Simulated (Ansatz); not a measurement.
A series of calculations on C₃H₁₀SSi

**1. Relaxation**

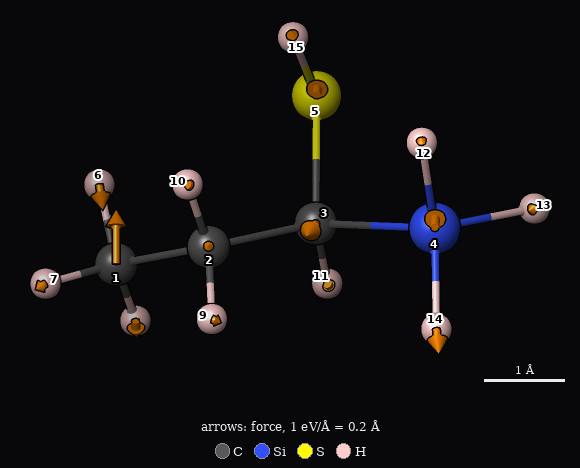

Starting geometry of C$_{3}$H$_{10}$SSi with the computed forces as orange arrows. The picture is a ball-and-stick view, seen at a tilt.

The run prepares an end point of a later path (torsion) calculation, from a guessed geometry.

All numbers below come from RKS PBE0/6-31G in Ansatz.

Input file:
```yaml
crystal:
  periodic: [false, false, false]
  atoms:
    - { symbol: C, position_ang: [-0.8993, -1.0472, 1.64] }
    - { symbol: C, position_ang: [0.1648, -0.3471, 0.8234] }
    - { symbol: C, position_ang: [-0.2516, -0.0245, -0.6455] }
    - { symbol: Si, position_ang: [1.2827, 0.5752, -1.713] }
    - { symbol: S, position_ang: [-1.5275, 1.2526, -0.7296] }
    - { symbol: H, position_ang: [-1.7941, -0.3104, 1.7792] }
    - { symbol: H, position_ang: [-0.5485, -1.2889, 2.6205] }
    - { symbol: H, position_ang: [-1.2721, -1.8887, 1.1215] }
    - { symbol: H, position_ang: [1.028, -1.0161, 0.8694] }
    - { symbol: H, position_ang: [0.509, 0.5611, 1.3714] }
    - { symbol: H, position_ang: [-0.6396, -0.9291, -1.0752] }
    - { symbol: H, position_ang: [1.7821, 1.847, -1.1611] }
    - { symbol: H, position_ang: [0.7333, 0.7939, -3.1348] }
    - { symbol: H, position_ang: [2.2707, -0.4366, -1.6802] }
    - { symbol: H, position_ang: [-0.8597, 2.208, -0.0567] }
basis:
  gaussian: { orbitals: "6-31G" }
hamiltonian:
  xc: pbe0
relax:
  f_tol: 0.015
  max_steps: 40
```

Launched with:
```bash
ansatz run input.yaml --threads 1 --pin off --max-ram 2048MiB --backend cpu --events-out ev --progress --plain --runs-dir out
```

**What follows when this structure is relaxed?**

It isn't relaxed: the largest force vector, on C1, is 3.69 eV/Å. The final displacements follow the starting forces only in part (cosine between the two patterns 0.40). The largest move after the best rigid fit is that of H15, 0.18 Å. Largest moves by element: H 0.18 Å, S 0.12 Å, C 0.05 Å, Si 0.05 Å. Some distances before and after: C3–S5 1.807 → 1.902 Å, Si4–H14 1.415 → 1.508 Å, C1–H6 1.167 → 1.094 Å, C1–H8 1.056 → 1.096 Å. Among the angles between lasting bonds that change: S5–C3–H11 108.8° → 102.2°, C3–Si4–H13 105.5° → 110.9°, C1–C2–H9 104.4° → 109.3°. The energy falls by 44.8 kJ/mol in 6 geometry steps. The largest force component goes from 3.1 to 0.014 eV/Å. Cost: 36 s on 1 thread of Arm Neoverse V2 (shared host), peak memory 0.18 GiB.

**2. Relaxation**

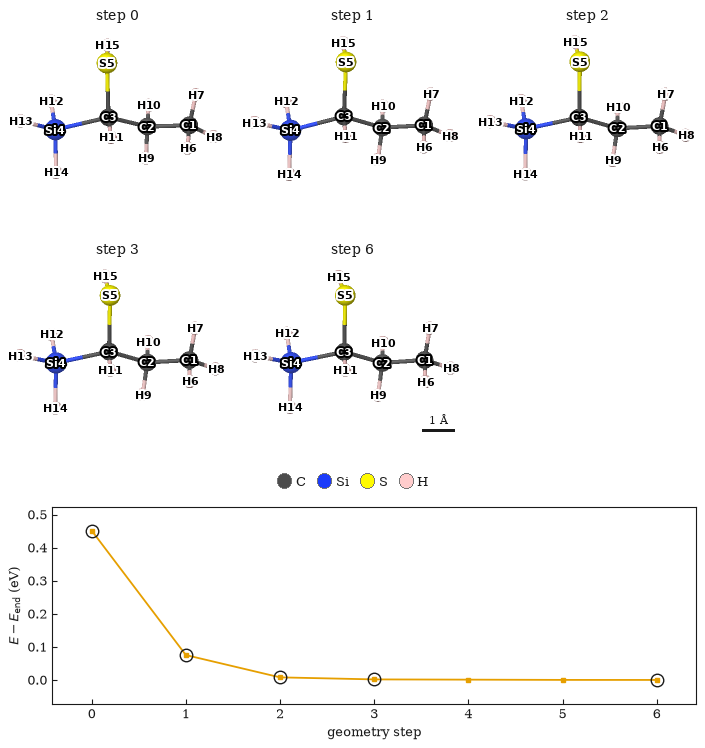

Frames of a relaxation of C₃H₁₀SSi, marked on the history of the run. The picture is a ball-and-stick view, seen at a tilt.

The run prepares an end point of a later path (torsion) calculation, from a guessed geometry.

Computed with RKS PBE0/6-31G (Ansatz).

Input
```yaml
crystal:
  periodic: [false, false, false]
  atoms:
    - { symbol: C, position_ang: [-0.8993, -1.0472, 1.64] }
    - { symbol: C, position_ang: [0.1648, -0.3471, 0.8234] }
    - { symbol: C, position_ang: [0.62003, 1.03147, 1.39563] }
    - { symbol: Si, position_ang: [1.74425, 2.00607, 0.11518] }
    - { symbol: S, position_ang: [1.54585, 0.85934, 2.93809] }
    - { symbol: H, position_ang: [-1.7941, -0.3104, 1.7792] }
    - { symbol: H, position_ang: [-0.5485, -1.2889, 2.6205] }
    - { symbol: H, position_ang: [-1.2721, -1.8887, 1.1215] }
    - { symbol: H, position_ang: [-0.27338, -0.25481, -0.17373] }
    - { symbol: H, position_ang: [1.02347, -1.04144, 0.66788] }
    - { symbol: H, position_ang: [-0.26575, 1.60789, 1.58701] }
    - { symbol: H, position_ang: [2.98724, 1.24608, -0.10589] }
    - { symbol: H, position_ang: [2.06008, 3.35414, 0.78909] }
    - { symbol: H, position_ang: [1.01093, 2.17524, -1.08256] }
    - { symbol: H, position_ang: [2.50684, 0.04041, 2.47185] }
basis:
  gaussian: { orbitals: "6-31G" }
hamiltonian:
  xc: pbe0
relax:
  f_tol: 0.015
  max_steps: 40
```

Command:
```bash
ansatz run input.yaml --threads 1 --pin off --max-ram 2048MiB --backend cpu --events-out ev --progress --plain --runs-dir out
```

> Describe the path.

After 6 geometry steps the energy has fallen by 0.451 eV. The largest force component goes from 2.7 to 0.0064 eV/Å. The largest move after the best rigid fit is that of H9, 0.16 Å. By element the largest moves are H 0.16 Å, S 0.12 Å, C 0.08 Å, Si 0.05 Å. Among the contacts that change: C3–S5 1.807 → 1.902 Å, Si4–H14 1.415 → 1.508 Å, C1–H6 1.167 → 1.097 Å, Si4–H13 1.540 → 1.500 Å. Bond angles that change, for instance: S5–C3–H11 108.8° → 102.2°, C3–Si4–H13 105.5° → 110.9°, C1–C2–H9 104.4° → 109.3°. From step 0 to 1: S5 moves most (0.15 Å), energy −0.376 eV. From step 1 to 2: H15 moves most (0.10 Å), energy −0.067 eV. From step 2 to 3: H12 moves most (0.02 Å), energy −0.006 eV. From step 3 to 6: H atoms move most (0.05 Å), energy −0.002 eV.

```csv
step,"E − E(0), eV","largest force component, eV/Å"
0,0.0000,2.7405
1,-0.3762,1.0937
2,-0.4435,0.3425
3,-0.4497,0.0876
4,-0.4505,0.0664
5,-0.4512,0.0184
6,-0.4514,0.0064
```

**3. Path**

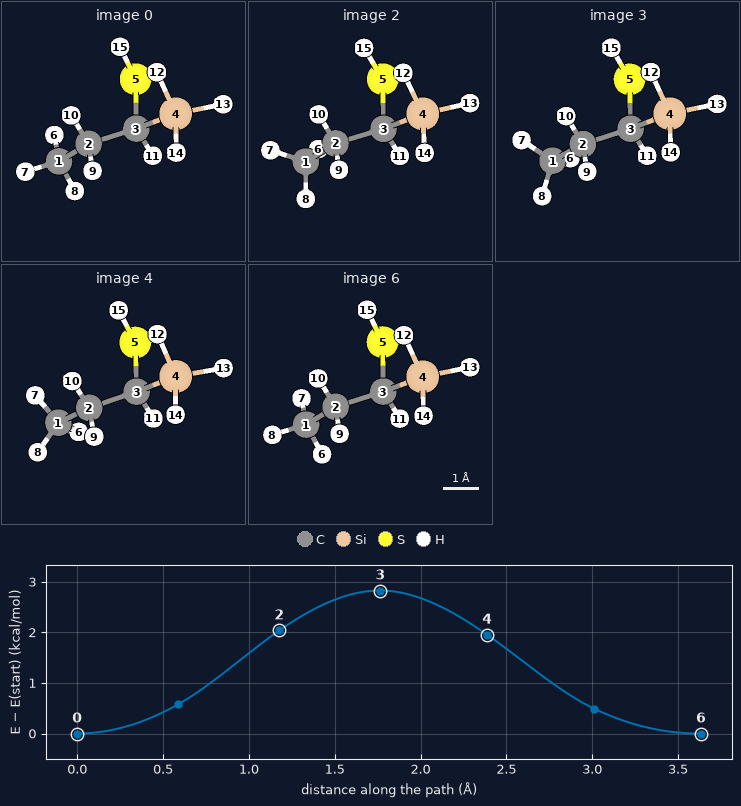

NEB run on C$_{3}$H$_{10}$SSi. Images are numbered from 0 (start) to 6 (end). Style: ball-and-stick. Shown from a free direction.

All numbers below come from Ansatz 0.2.0, RKS PBE0/6-31G. Settings: 5 movable images; climbing image; force threshold 0.03 eV/Å; iteration limit 48; starting path by image-dependent pair potential.

Read off the barrier and say what moves.

Answer. The barrier is about 2.83 kcal/mol in both directions, with image 3 at the top; the ends have the same energy. The motion is a rotation about the C1–C2 bond by about 120°. No bond forms or breaks between the ends. The band converged in 6 iterations. The largest component of the band force went from 0.73 to 0.0074 eV/Å. The climbing image converged on the top of the path. Its vibrational analysis gives one imaginary mode (231i cm⁻¹), as a transition state must have.

The run took 2.6 min on 1 thread of Arm Neoverse V2, on a shared host, peak memory 0.19 GiB.
